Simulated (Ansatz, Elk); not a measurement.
## Bonding as seen by X-rays: ScBe2

Structure refinements treat a crystal as free atoms side by side. For a made-up structure of ScBe2 (cell and positions from a r2SCAN relaxation) the runs below show what the calculated density changes in F(hkl).

Calculated with Elk 11.2.3 (patched build); DFT, PBE, all-electron APW+lo, Dirac cores, scalar-relativistic bands, static density, no spin.

The structure was built from a prototype and need not be the compound's stable phase.

## (1) The structure

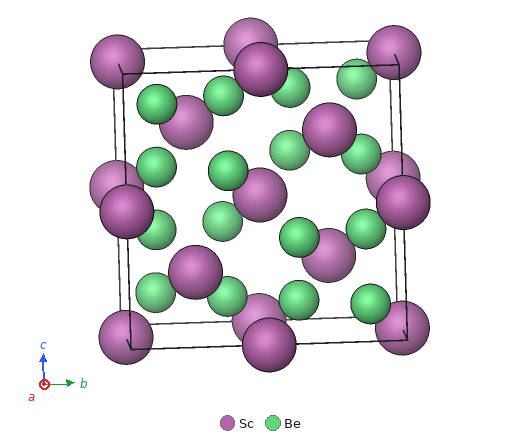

The cell as given, slightly off an axis (scandium purple, beryllium green). This picture shows the conventional cell, with its axes. Some periodic images of atoms are drawn too.

Coordinates:

```cif
data_structure
_symmetry_space_group_name_H-M 'P 1'
_symmetry_Int_Tables_number 1
_cell_length_a 4.7817
_cell_length_b 4.7817
_cell_length_c 4.7817
_cell_angle_alpha 60.000
_cell_angle_beta 60.000
_cell_angle_gamma 60.000
_cell_volume 77.31
loop_
_atom_site_label
_atom_site_type_symbol
_atom_site_fract_x
_atom_site_fract_y
_atom_site_fract_z
_atom_site_occupancy
Sc1 Sc 0.00000 0.00000 0.00000 1
Sc2 Sc 0.25000 0.25000 0.25000 1
Be3 Be 0.62500 0.62500 0.12500 1
Be4 Be 0.62500 0.12500 0.62500 1
Be5 Be 0.12500 0.62500 0.62500 1
Be6 Be 0.62500 0.62500 0.62500 1
```

## (2) Ground state and structure factors

An all-electron density is needed, since X-rays see the cores too. Task 0 finds the density and task 195 Fourier-transforms it; tshift is off so that phases refer to the origin typed.

The input, elk.in:

```
tasks
  0
  195

xctype
  20

spinpol
  .false.

rgkmax
  7.0

gmaxvr
  14.0

lmaxo
  7

lmaxapw
  8

swidth
  0.002

tshift
  .false.

ramdisk
  .false.

hmaxvr
  5.5

maxscl
  120

epspot
  1e-06

sppath
  './'

avec
  0.00000000000 6.38951991045 6.38951991045
  6.38951991045 0.00000000000 6.38951991045
  6.38951991045 6.38951991045 0.00000000000

atoms
  2
  'Sc.in'
  2
  -0.0000000000 0.0000000000 0.0000000000   0.000000 0.000000 0.000000
  0.2500000000 0.2500000000 0.2500000000   0.000000 0.000000 0.000000
  'Be.in'
  4
  0.6250000000 0.6250000000 0.1250000000   0.000000 0.000000 0.000000
  0.6250000000 0.1250000000 0.6250000000   0.000000 0.000000 0.000000
  0.1250000000 0.6250000000 0.6250000000   0.000000 0.000000 0.000000
  0.6250000000 0.6250000000 0.6250000000   0.000000 0.000000 0.000000

ngridk
  6 6 6
```

Launch:

```bash
> OMP_NUM_THREADS=4 elk
```

Numbers of over 12 decimals in the logs are rounded to 6 here.

The program printed:

```text
┌─────────────────────────┐
│ Elk code version 11.2.3 │
└─────────────────────────┘

All units are atomic (Hartree, Bohr, etc.)

┌─────────────────────────────────────────────────┐
│ Ground-state run starting from atomic densities │
└─────────────────────────────────────────────────┘

Lattice vectors :
   0.000000000       6.389519910       6.389519910
   6.389519910       0.000000000       6.389519910
   6.389519910       6.389519910       0.000000000

Reciprocal lattice vectors :
 -0.4916789833      0.4916789833      0.4916789833
  0.4916789833     -0.4916789833      0.4916789833
  0.4916789833      0.4916789833     -0.4916789833

Unit cell volume      :    521.7166284
Brillouin zone volume :   0.4754500814

Muffin-tin inner radius fraction :   0.1000000000E-01

Nuclei treated as point charges

Species : 1 (Sc)
 parameters loaded from : Sc.in
 name : scandium
 nuclear charge    :   -21.00000000
 electronic charge :    21.00000000
 atomic mass :    81949.61073
 muffin-tin radius :    2.400000000
 number of radial points in muffin-tin :    993
 inner part over the whole radius :   0.9898716403E-02
 number on inner part of muffin-tin    :    698
 approximate nuclear radius :   0.6711386133E-04
 number of mesh points to nuclear radius :    323
 atomic positions (lattice), magnetic fields (Cartesian) :
  1 :   0.00000000  0.00000000  0.00000000    0.00000000  0.00000000  0.00000000
  2 :   0.25000000  0.25000000  0.25000000    0.00000000  0.00000000  0.00000000

Species : 2 (Be)
 parameters loaded from : Be.in
 name : beryllium
 nuclear charge    :   -4.000000000
 electronic charge :    4.000000000
 atomic mass :    16428.20280
 muffin-tin radius :    1.800000000
 number of radial points in muffin-tin :    593
 inner part over the whole radius :   0.9826427374E-02
 number on inner part of muffin-tin    :    403
 approximate nuclear radius :   0.4290726161E-04
 number of mesh points to nuclear radius :    156
 atomic positions (lattice), magnetic fields (Cartesian) :
  1 :  -0.37500000 -0.37500000  0.12500000    0.00000000  0.00000000  0.00000000
  2 :  -0.37500000  0.12500000 -0.37500000    0.00000000  0.00000000  0.00000000
  3 :   0.12500000 -0.37500000 -0.37500000    0.00000000  0.00000000  0.00000000
  4 :  -0.37500000 -0.37500000 -0.37500000    0.00000000  0.00000000  0.00000000

Total number of atoms per unit cell :    6
Total muffin-tin volume :    213.5277695
 ratio of muffin-tin to unit cell volume :   0.4092792099

Spin treatment :
 spin-unpolarised

Number of Bravais lattice symmetries :   48
Number of crystal symmetries         :   48
Crystal has no inversion symmetry
Complex Hermitian eigensolver will be used

k-point grid :      6     6     6
k-point offset :    0.000000000       0.000000000       0.000000000
k-point set is reduced with full crystal symmetry group
Total number of k-points :       16

Muffin-tin radius times maximum |G+k| :    7.000000000
 using average radius
Maximum |G+k| for APW functions       :    3.500000000
Maximum (1/2)|G+k|²                   :    6.125000000
Maximum |G| for potential and density :    14.00000000
Constant for pseudocharge density :    8
 order of it for each species :   15  15
 order of it for pair densities of each species (exact exchange by exxq0 0: 16) :   14   7
Radial integration step length :    1

G-vector grid sizes :     42    42    42
Number of G-vectors :    24045

Maximum angular momentum used for
 APW functions            :    8
 outer part of muffin-tin :    7
 inner part of muffin-tin :    2

Total nuclear charge    :   -58.00000000
Total core charge       :    28.00000000
Total valence charge    :    30.00000000
Total excess charge     :    0.000000000
Total electronic charge :    58.00000000

Effective Wigner radius, rₛ :    1.290147481

Number of empty states         :     24
Total number of valence states :     40
Total number of core states    :     28

Third-order local-orbitals added for an l without core states : T
Total number of local-orbitals :     64

[...]
Madelung                    :     -1892.6259300938
 xc potential                :     -110.21081866316
 exchange                    :     -87.253517279988
 correlation                 :     -2.317715
 electron entropic           :    -0.12073697940889E-02
 total energy                :     -1589.2096840664

Density of states at Fermi energy :    95.21623891
 (states/Hartree/unit cell)

Estimated indirect band gap :   0.1232595389E-02
 from k-point 12 to k-point 15
Estimated direct band gap   :   0.1084361187E-01
 at k-point 15

Charges :
 core                        :    28.00000000
 valence                     :    30.00000000
 interstitial                :    8.736704103
 muffin-tins (core leakage)
  species : 1 (Sc)
[...]
species : 2 (Be)
[...]
total in muffin-tins        :    49.26329590
 total calculated charge     :    57.99536728
 total charge                :    58.00000000
 error                       :   0.4632718185E-02

RMS change in Kohn-Sham potential (target) :    6.502024294     (  0.1000000000E-05)
Absolute change in total energy (target)   :    1.035467797     (  0.1000000000E-03)

[... loops 3 to 15 left out ...]

┌──────────────────┐
│ Loop number : 16 │
└──────────────────┘

Energies :
 Fermi                       :     0.238465
 sum of occupied eigenvalues :     -919.01652457885
 electron kinetic            :      1600.3370374629
 core electron kinetic       :      1483.6241525257
 Coulomb                     :     -3098.0677718797
 Coulomb potential           :     -2403.1847714097
 nuclear-nuclear             :     -245.60362287298
 electron-nuclear            :     -3307.8658581062
 Hartree                     :      455.40170909943
 Madelung                    :     -1896.4753861749
 xc potential                :     -116.16879063201
 exchange                    :     -87.497041116720
 correlation                 :     -2.324326
 electron entropic           :    -0.18574610642536E-02
 total energy                :     -1587.5539588589

Density of states at Fermi energy :    145.2948464
 (states/Hartree/unit cell)

Estimated indirect band gap :   0.2584316471E-02
 from k-point 12 to k-point 7
Estimated direct band gap   :   0.4310112546E-02
 at k-point 15

Charges :
 core                        :    28.00000000
 valence                     :    30.00000000
 interstitial                :    8.452417546
 muffin-tins (core leakage)
  species : 1 (Sc)
[...]
species : 2 (Be)
[...]
total in muffin-tins        :    49.54758245
 total calculated charge     :    57.99543490
 total charge                :    58.00000000
 error                       :   0.4565099115E-02

RMS change in Kohn-Sham potential (target) :   0.1864926359E-06 (  0.1000000000E-05)
Absolute change in total energy (target)   :   0.1713417078E-05 (  0.1000000000E-03)

Convergence targets achieved

┌──────────────────┐
│ Loop number : 17 │
└──────────────────┘

Energies :
 Fermi                       :     0.238465
 sum of occupied eigenvalues :     -919.01652475185
 electron kinetic            :      1600.3370368319
 core electron kinetic       :      1483.6241511983
 Coulomb                     :     -3098.0677718460
 Coulomb potential           :     -2403.1847706139
 nuclear-nuclear             :     -245.60362287298
 electron-nuclear            :     -3307.8658588561
 Hartree                     :      455.40170988306
 Madelung                    :     -1896.4753865391
 xc potential                :     -116.16879096988
 exchange                    :     -87.497041166656
 correlation                 :     -2.324326
 electron entropic           :    -0.18574610010174E-02
 total energy                :     -1587.5539595038

Density of states at Fermi energy :    145.2948391
 (states/Hartree/unit cell)

Estimated indirect band gap :   0.2584316503E-02
 from k-point 12 to k-point 7
Estimated direct band gap   :   0.4310113729E-02
 at k-point 15

Charges :
 core                        :    28.00000000
 valence                     :    30.00000000
 interstitial                :    8.452417468
 muffin-tins (core leakage)
  species : 1 (Sc)
[...]
species : 2 (Be)
[...]
atom 2                    :    2.776834068     (  0.1140172379E-02)
   atom 3                    :    2.776834068     (  0.1140172379E-02)
   atom 4                    :    2.776834068     (  0.1140172379E-02)
 total in muffin-tins        :    49.54758253
 total calculated charge     :    57.99543490
 total charge                :    58.00000000
 error                       :   0.4565099115E-02

┌──────────────────────────────┐
│ Self-consistent loop stopped │
└──────────────────────────────┘

Warning : core states of species 2 leak from the muffin-tin :   0.1140172379E-02

Wrote STATE.OUT
```

Run time: 19 s. Hardware: 4 threads of Intel Xeon Platinum 8488C (Sapphire Rapids), shared host; peak memory 0.16 GiB; 50 s of CPU time.

SFACRHO.OUT:

```text

h k l indices transformed by vhmat matrix:
   1.000000000       0.000000000       0.000000000    
   0.000000000       1.000000000       0.000000000    
   0.000000000       0.000000000       1.000000000    

      h      k      l  multipl.   |H|            Re(F)            Im(F)           |F|

      0      0      0      1   0.0000000       57.999999      0.70175250E-16   57.999999    
      0      1      0      4  0.85161298       13.349237       13.349237       18.878671    
      0      0     -1      4  0.85161298       13.349237      -13.349237       18.878671    
      0     -1     -1      6  0.98335797     -0.83841866E-15 -0.22625852E-14  0.24129313E-14
      2      1      1     12   1.3906782       29.467370     -0.16234646E-13   29.467370    
      0     -1     -2     12   1.6307147       16.475355       16.475355       23.299671    
     -1     -1      1     12   1.6307147       16.475355      -16.475355       23.299671    
     -2      0      0      4   1.7032260     -0.25372465E-15  -7.0581554       7.0581554    
      0      0      2      4   1.7032260     -0.44812593E-15   7.0581554       7.0581554    
      0      2      2      6   1.9667159       18.450536     -0.41062905E-14   18.450536    
     -1      2      0     12   2.1431790       9.5699086       9.5699086       13.533895    
      0      1     -2     12   2.1431790       9.5699086      -9.5699086       13.533895    
     -1     -2     -3     24   2.1988553      0.18864998E-14 -0.42989119E-14  0.46946272E-14
      2      3      3     12   2.4087253       21.993757     -0.48684323E-14   21.993757    
     -3     -2     -3     12   2.4087253       21.993757      0.49271068E-14   21.993757    
      3      1      3     12   2.5548389       12.762303      -12.762303       18.048621    
      3      0      2     12   2.5548389       12.762303       12.762303       18.048621    
      0      3      0      4   2.5548389       12.701384      -12.701384       17.962470
```

Elk indexes on the primitive cell of elk.in and gives |H| = 4π sin θ/λ in inverse bohr. Below, one row stands for each form hkl of the conventional cell (m members, Friedel mates merged), F is for one primitive cell and the density is static (no thermal factor). Free-atom factors are Waasmaier and Kirfel's, and R is Σm||F|−|F'||/Σm|F|.

```
hkl   m  sin θ/λ (Å⁻¹)  abs F, DFT  neutral atoms   diff.  abs of complex diff.
111   8          0.128      18.879         19.147  -0.268                 0.268
200   6          0.148       0.000          0.000  +0.000                 0.000
220  12          0.209      29.467         29.742  -0.275                 0.275
311  24          0.245      23.300         23.290  +0.010                 0.010
222   8          0.256       7.058          7.227  -0.169                 0.169
400   6          0.296      18.451         18.255  +0.196                 0.196
331  24          0.322      13.534         13.506  +0.028                 0.028
420  24          0.331       0.000          0.000  +0.000                 0.000
422  24          0.362      21.994         21.963  +0.030                 0.030
511  24          0.384      18.049         17.983  +0.066                 0.066
333   8          0.384      17.962         17.983  -0.021                 0.021
440  12          0.418      25.772         25.757  +0.015                 0.015
531  48          0.437      10.637         10.613  +0.024                 0.024
442  24          0.444       0.021          0.000  +0.021                 0.021
```

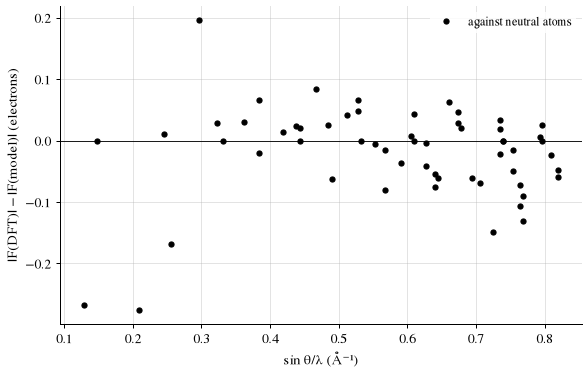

Difference between the calculated structure factors and the independent-atom ones.

## (3) The highest occupied states alone

An energy window below the Fermi level keeps the highest occupied states, to see at which angles they scatter; shallow core shells can lie inside it and anion s states outside. No new self-consistency is needed.

elk.in, as its differences from that of step 2:

```diff
@@ -1,3 +1,2 @@
 tasks
-  0
   195
@@ -40,2 +39,5 @@
 
+wsfac
+  -0.202530 0.538470
+
 sppath
```

Launch:

```bash
> OMP_NUM_THREADS=4 elk
```

The program printed:

```text
┌─────────────────────────────────┐
│ Elk code version 11.2.3 started │
└─────────────────────────────────┘

Info(readinput): the functional depends on the density's gradient
 muffin-tin radial points multiplied by    2.00000
 (not where nrmtscf is given)

┌────────────────────┐
│ Current task : 195 │
└────────────────────┘

Info(sfacrho): density structure factors written to SFACRHO.OUT

 Energy window :  -0.2025300000      0.5384700000

┌──────────────────┐
│ Elk code stopped │
└──────────────────┘
```

The job ended after 4.6 s (4 threads; peak memory 0.16 GiB).

States within 12 eV below the Fermi level hold 14.00 electrons; any levels below the window count with the cores. Their amplitudes can exceed the total, where window and core parts have opposite phase:

```
hkl  sin θ/λ (Å⁻¹)  abs F, window  abs F, all
111          0.128          0.570      18.879
200          0.148          0.000       0.000
220          0.209          0.406      29.467
311          0.245          0.475      23.300
222          0.256          0.095       7.058
400          0.296          0.700      18.451
331          0.322          0.339      13.534
420          0.331          0.000       0.000
422          0.362          0.307      21.994
511          0.384          0.185      18.049
```

## (4) Another functional

The difference from free atoms is small, so it is set against the change that LDA (Perdew-Wang) makes.

elk.in, as its differences from that of step 3:

```diff
@@ -1,2 +1,3 @@
 tasks
+  0
   195
@@ -4,3 +5,3 @@
 xctype
-  20
+  3
 
@@ -39,5 +40,2 @@
 
-wsfac
-  -0.202530 0.538470
-
 sppath
```

Launch:

```bash
> OMP_NUM_THREADS=4 elk
```

The program printed:

```text
┌─────────────────────────┐
│ Elk code version 11.2.3 │
└─────────────────────────┘

All units are atomic (Hartree, Bohr, etc.)

┌─────────────────────────────────────────────────┐
│ Ground-state run starting from atomic densities │
└─────────────────────────────────────────────────┘

Lattice vectors :
   0.000000000       6.389519910       6.389519910
   6.389519910       0.000000000       6.389519910
   6.389519910       6.389519910       0.000000000

Reciprocal lattice vectors :
 -0.4916789833      0.4916789833      0.4916789833
[...]
muffin-tins (core leakage)
  species : 1 (Sc)
[...]
species : 2 (Be)
[...]
atom 3                    :    2.780225875     (  0.1241131444E-02)
   atom 4                    :    2.780225875     (  0.1241131444E-02)
 total in muffin-tins        :    49.61299047
 total calculated charge     :    57.99504030
 total charge                :    58.00000000
 error                       :   0.4959700859E-02

┌──────────────────────────────┐
│ Self-consistent loop stopped │
└──────────────────────────────┘

Warning : core states of species 2 leak from the muffin-tin :   0.1241131444E-02

Wrote STATE.OUT
[key lines of the parts left out:]
total energy                :     -1583.4585523407
```

Wall time 14 s (4 threads); peak memory 0.16 GiB.

Against the first run R = 0.17 %; the largest change is +0.051 at 840.

## (5) A coarser k-mesh

About half the k-points along each axis test the sampling.

elk.in, as its differences from that of step 4:

```diff
@@ -5,3 +5,3 @@
 xctype
-  3
+  20
 
@@ -62,2 +62,2 @@
 ngridk
-  6 6 6
+  3 3 3
```

Launch:

```bash
> OMP_NUM_THREADS=4 elk
```

The program printed:

```text
┌─────────────────────────┐
│ Elk code version 11.2.3 │
└─────────────────────────┘

All units are atomic (Hartree, Bohr, etc.)

┌─────────────────────────────────────────────────┐
│ Ground-state run starting from atomic densities │
└─────────────────────────────────────────────────┘

Lattice vectors :
   0.000000000       6.389519910       6.389519910
   6.389519910       0.000000000       6.389519910
   6.389519910       6.389519910       0.000000000

Reciprocal lattice vectors :
 -0.4916789833      0.4916789833      0.4916789833
[...]
muffin-tins (core leakage)
  species : 1 (Sc)
[...]
species : 2 (Be)
[...]
atom 3                    :    2.775778023     (  0.1140114658E-02)
   atom 4                    :    2.775778023     (  0.1140114658E-02)
 total in muffin-tins        :    49.56203789
 total calculated charge     :    57.99543106
 total charge                :    58.00000000
 error                       :   0.4568935841E-02

┌──────────────────────────────┐
│ Self-consistent loop stopped │
└──────────────────────────────┘

Warning : core states of species 2 leak from the muffin-tin :   0.1140114658E-02

Wrote STATE.OUT
[key lines of the parts left out:]
total energy                :     -1587.5514065535
```

Wall time 12 s (4 threads); peak memory 0.16 GiB.

Against the first run R = 0.03 %; the largest change is +0.025 at 111.

## (6) Settings against the effect

```
              run  R against the first run (%)  R against neutral atoms, low angle (%)  wall time
    PBE, rgkmax 7                         0.00                                    0.67       19 s
LDA (Perdew-Wang)                         0.17                                    0.61       14 s
     k-mesh 3×3×3                         0.03                                    0.71       12 s
```

## (7) Results

| Item | Value |
| --- | --- |
| R against neutral atoms, sin θ/λ < 0.3 Å⁻¹ | 0.67 % |
| R against neutral atoms, 0.3 to 0.82 Å⁻¹ | 0.42 % |

What this shows: Independent neutral atoms miss the calculated amplitudes by R = 0.67 % below 0.3 Å⁻¹ and 0.42 % from there to 0.82 Å⁻¹; by shells, 1.42 % below 0.15 Å⁻¹ (1 form), 0.56 % 0.15 to 0.3 (4 forms), 0.22 % 0.3 to 0.45 (7 forms), 0.46 % above 0.45 (38 forms). Bonding, aspherical density and the tables' own atoms all enter these figures, and the runs don't part them. The largest change of an amplitude is -0.28 electrons, at 220. The window's part falls from 14.0 electrons at the origin to at most 0.17 between 0.45 and 0.82 Å⁻¹. Below 0.3 Å⁻¹ the changes that finished (LDA (Perdew-Wang) and k-mesh 3×3×3) move F by R = 0.07 % at most, against the 0.67 % that separates it from free atoms. The basis has no finished test. Part of the difference isn't bonding: the tables are fits to free atoms and ions calculated by other methods than this functional. Thermal motion, anomalous dispersion and extinction are left out.

[Logs are printed without paths, hosts, clocks, repeated set-up lines and the standing remarks that a program may print on its own settings, such as how far it seeks lower states.]

[Hosts, paths, dates, database ids (printed as entryN), source tags and the programs' standing remarks are cut or masked in the printed files.]
